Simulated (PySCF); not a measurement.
## A study: FGeH7Si2, SMILES `F[SiH2][SiH2][GeH3]`

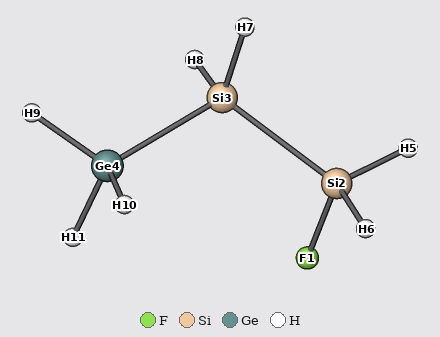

The molecule, with its atoms numbered as below. No frequency check shows the geometry to be a minimum.

Cartesian coordinates (Å):

```
F1      -2.3399   -1.2139    0.5346
Si2     -2.1806    0.1049   -0.3839
Si3     -0.1980    1.1100    0.2507
Ge4      1.6767   -0.2635   -0.0554
H5      -3.4099    0.8407   -0.1082
H6      -2.2305   -0.4409   -1.7378
H7       0.0020    2.3383   -0.5332
H8      -0.2185    1.5447    1.6551
H9       3.0073    0.3452    0.2854
H10      1.8791   -0.7375   -1.4668
H11      1.6748   -1.5412    0.7296
```

Part 1: Local ionisation energy

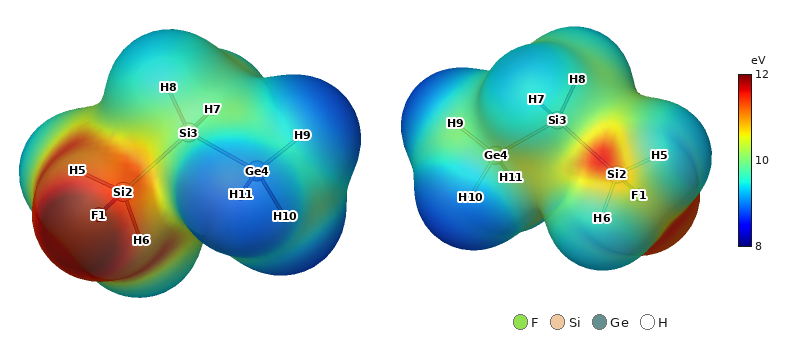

Average local ionisation energy on the surface of electron density 0.001 a.u. (back view left, front view right).

Level of theory: TPSS/def2-TZVP (PySCF), at a geometry from GFN2-xTB.

> Where are the most loosely bound electrons on this surface?

The lowest value is 8.8 eV, 1.5 Å from H10. Further minima include 9.2 eV, 1.5 Å from H5; 9.3 eV, 1.4 Å from H6. For comparison, the highest occupied orbital lies at −7.4 eV.

> What volume does the surface enclose, and what is the dipole moment?

About 152 Å³; the dipole moment is 1.5 D.

Part 2: Excited states

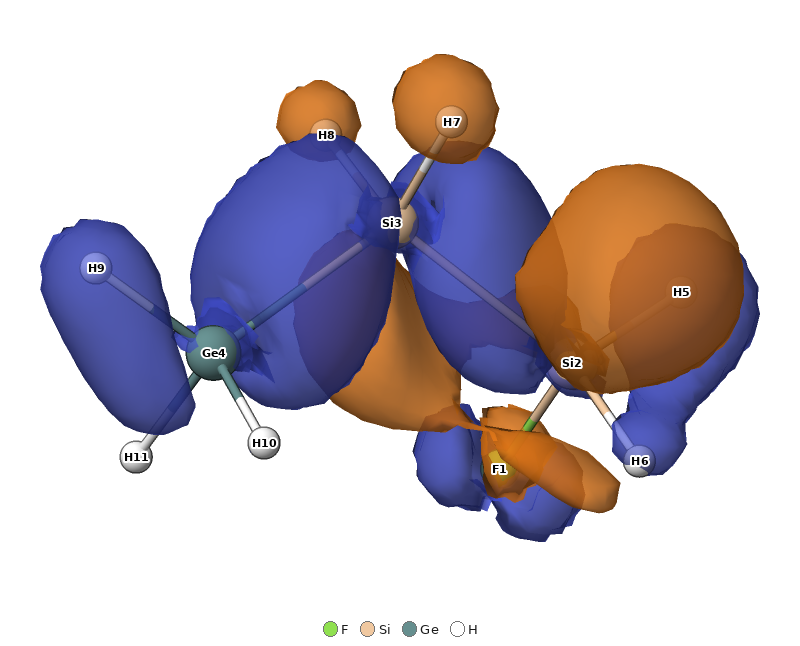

Unrelaxed difference density of S₁ less the ground state (TDA singlet states), ±0.015 e/Å³; orange: gain, blue: loss.

PySCF calculation, B3LYP/def2-SVPD, gas phase; geometry: GFN2-xTB.

> How does the charge move on excitation?

0.68 e is displaced in all, of which about 0.3 e passes between atoms: Ge4 (0.14 e) and Si3 (0.10 e) lose electrons and Si2 (0.20 e) gains them. The state: 6.20 eV (200 nm), f = 0.095; the leading pair carries 97 %; hole on Si3 (31 %), Si2 (22 %) and Ge4 (20 %), electron on Si2 (42 %), Si3 (20 %) and F1 (8 %); their centroids lie 0.9 Å apart.

Part 3: Removing or adding an electron

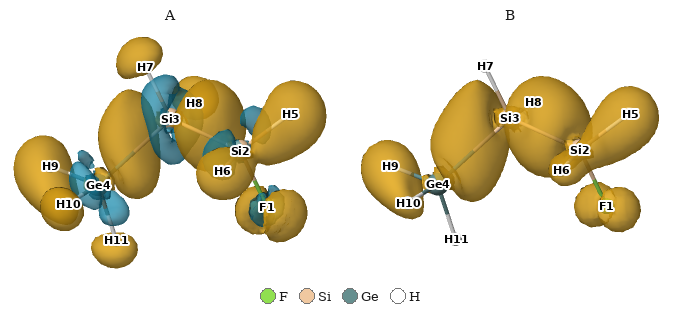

The Fukui function f⁻ from two separate SCF calculations and the density of the HOMO, at ±0.015 e/Å³ (yellow positive, teal negative).

Method: PBE/def2-SVPD; geometry: GFN2-xTB; program: PySCF.

> Which panel is which, and how good is the frozen-orbital picture?

A is f⁻ (it has negative regions), B the HOMO density. The HOMO lies on Si3 (30 %), Si2 (23 %) and Ge4 (18 %); f⁻ (Hirshfeld-condensed) is largest on Si3 (0.17), Si2 (0.16) and Ge4 (0.15); the vertical ionisation energy is 10.01 eV (the stability of the cation's solution wasn't checked). Relaxation shifts 23 % of the electron between atoms. The orbital energy is −7.33 eV.

Part 4: Localised orbitals

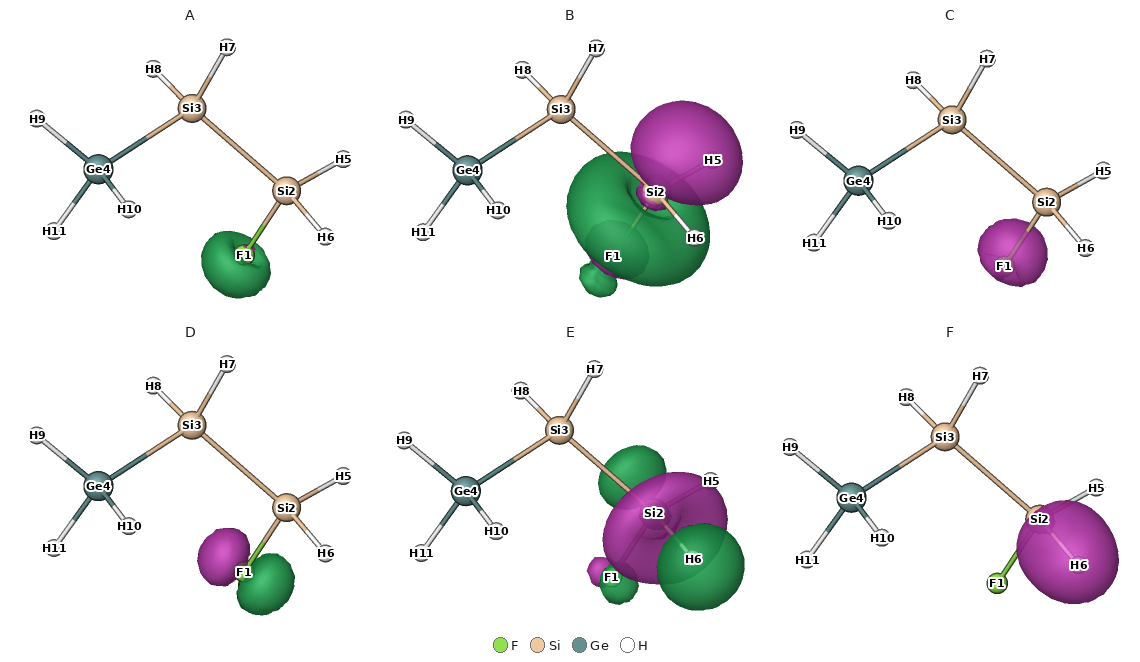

Intrinsic bond orbitals (IBO), occupied and valence-virtual; each surface holds about 70 % of the orbital's density. Energies are diagonal elements of the Fock matrix.

PySCF calculation, B3LYP/aug-cc-pVDZ, gas phase; geometry: GFN2-xTB.

> What does each orbital represent in a Lewis picture?

By panel:
- A: lone pair on F1 (sp0.8-type) (F1 100 %; −20.8 eV)
- B: σ* orbital Si2–F1, mostly on Si2 (Si2 84 %, F1 16 %; 2.4 eV)
- C: pair mostly on F1, shared in part with Si2 (F1 83 %, Si2 17 %; −24.7 eV)
- D: lone pair on F1 (p-type) (F1 97 %; −11.7 eV)
- E: σ* orbital Si2–H6 (Si2 54 %, H6 43 %; 5.6 eV)
- F: σ bond H6–Si2 (H6 55 %, Si2 44 %; −11.6 eV)

> How do all the valence pairs divide up?

18 pairs: 9 σ bonds, 5 d pairs, 3 lone pairs and 1 strongly polarised pair.
